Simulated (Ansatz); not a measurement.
Process, species as SMILES: [SH] (SH) → [SH-] (an electron is taken up)
B3LYP-D3(BJ)/def2-TZVP geometries, fixed; electronic energies without zero-point terms; positive where energy is released.
Largest species:
```xyz
2

S      0.0000     0.0000    -0.0793
H      0.0000     0.0000     1.2681
```
Charge 0, spin multiplicity 2.

Basis-set convergence of the adiabatic electron affinity at wB97M-V with Ansatz (a quantum-chemistry and plane-wave program). Cartesian d functions, on some or all atoms, in 6-31G*, 6-31+G*, 6-311G**, 6-311+G**; all else is spherical. The program fits the integrals of some runs and decomposes those of others, by size. Open shells are unrestricted. The functional holds VV10 correlation; no added dispersion term, no relativity. Functions are those of the species that has most. Reference: the value in aug-cc-pV(5+d)Z, 2.304 eV. Deviations are taken from unrounded values.

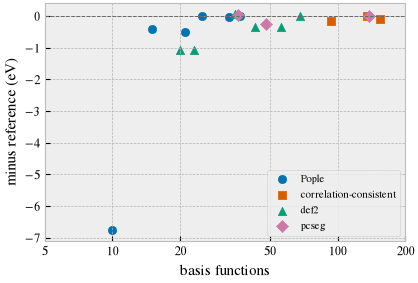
Figure: Deviation from the reference against the number of basis functions, by family of sets.

| basis | functions | adiabatic electron affinity (eV) | minus reference (eV) |
|---|---|---|---|
| STO-3G | 10 | -4.450 | -6.755 |
| 6-31G | 15 | 1.884 | -0.421 |
| def2-SV(P) | 20 | 1.244 | -1.060 |
| 6-31G* | 21 | 1.796 | -0.509 |
| def2-SVP | 23 | 1.242 | -1.062 |
| 6-31+G* | 25 | 2.299 | -0.005 |
| 6-311G** | 33 | 2.264 | -0.040 |
| def2-SVPD | 35 | 2.369 | 0.065 |
| aug-pcseg-1 | 36 | 2.336 | 0.032 |
| 6-311+G** | 37 | 2.298 | -0.007 |
| def2-TZVP | 43 | 1.957 | -0.347 |
| pcseg-2 | 48 | 2.063 | -0.241 |
| def2-TZVPP | 56 | 1.959 | -0.345 |
| def2-TZVPPD | 68 | 2.308 | 0.003 |
| cc-pV(Q+d)Z | 94 | 2.135 | -0.170 |
| aug-cc-pV(Q+d)Z | 135 | 2.304 | 0.000 |
| aug-pcseg-3 | 138 | 2.305 | 0.001 |
| cc-pV(5+d)Z | 155 | 2.203 | -0.101 |
